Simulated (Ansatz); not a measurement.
C2H10In2O2 (SMILES C[O+]1[InH2-][O+](C)[InH2-]1)

```xyz
16

C     0.0177    2.5153    0.2200
O    -0.2283    1.2342    0.7507
In    1.3807   -0.1747    1.0554
O    -0.1158   -1.4497    0.1598
C     0.2226   -2.3649   -0.8559
In   -1.7431   -0.0521   -0.0965
H    -0.9003    3.1128    0.2180
H     0.7527    3.0497    0.8317
H     0.3980    2.4712   -0.8090
H     2.5519    0.1417   -0.1591
H     1.4224   -0.5401    2.7225
H     1.0113   -3.0437   -0.5138
H     0.5764   -1.8620   -1.7654
H    -0.6436   -2.9801   -1.1224
H    -1.8221    0.3132   -1.7719
H    -2.8807   -0.3708    1.1360
```

Geometry: PBE0-D4/def2-TZVP; core potentials replace the inner electrons of In.

Computed with Ansatz, RKS PBE0-D4/def2-TZVPP.

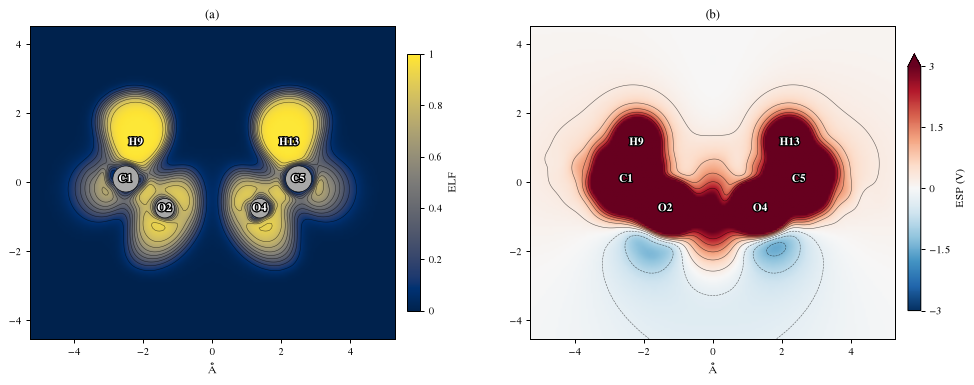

Figure 1. (a) ELF; (b) electrostatic potential on the plane of atoms O2, C1 and H9. Grey discs cover the atomic cores in the ELF map.

Describe what can be read from this map.

Answer. Atoms in the plane: C, O and H. C–O (1.41 Å): the ELF peaks at about 0.85 between the atoms, as expected for a polar covalent bond. C–H (1.10 Å): the ELF climbs to about 1 towards the hydrogen, as it does in any bond to H: an ordinary covalent bond to hydrogen. The ELF also peaks beside O2 and O4, away from the bonds: lone-pair regions. Outside the dense part of the molecule the potential is most negative (−1.5 V) near O2 and O4.

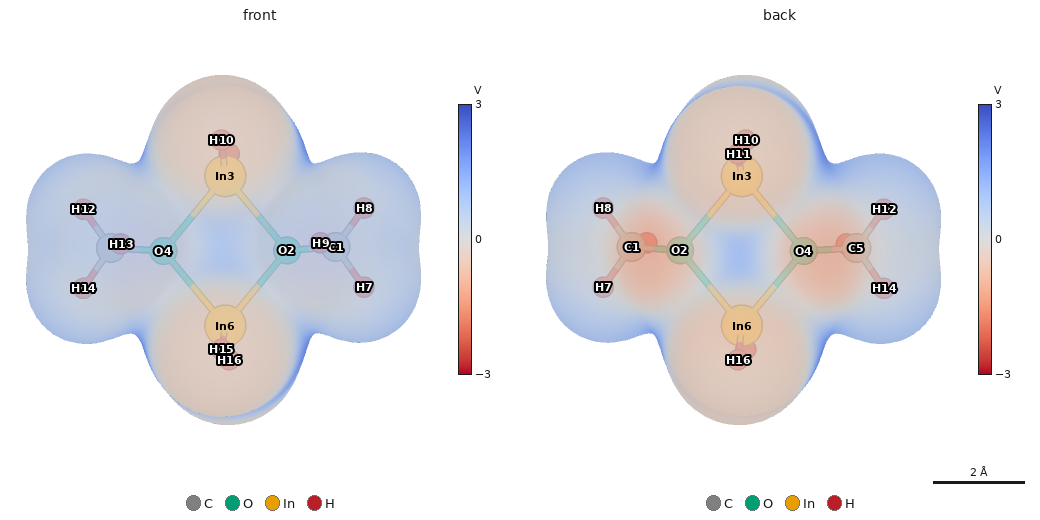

Figure 2. The molecular electrostatic potential painted on the density surface at 0.002 e/bohr³, seen from the front and from behind; the colour scale runs from red (negative) to blue (positive).

Where is the surface potential most negative and most positive?

Answer. The most negative region (about −1.0 V) lies over O2 and O4, the most positive (about +2.0 V) over In3 and In6.

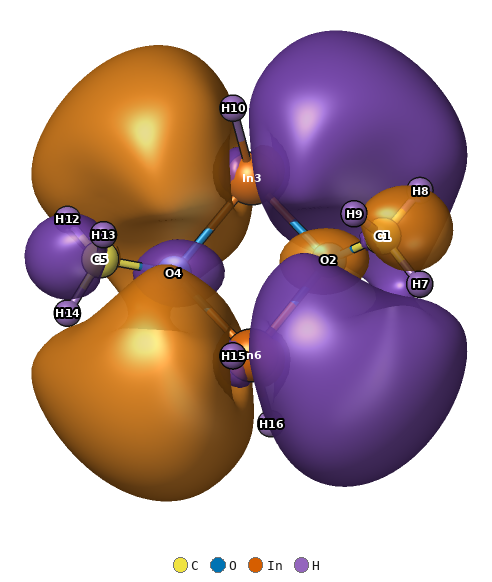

Figure 3. One frontier orbital at ±0.04 Å⁻³ᐟ² (orange and purple are the two phases), seen at a tilt.

Which orbital is it: HOMO or LUMO?

Answer. The LUMO, at −0.82 eV. By Hirshfeld shares it lies mainly on In3 (about 35 %) and In6 (about 35 %).
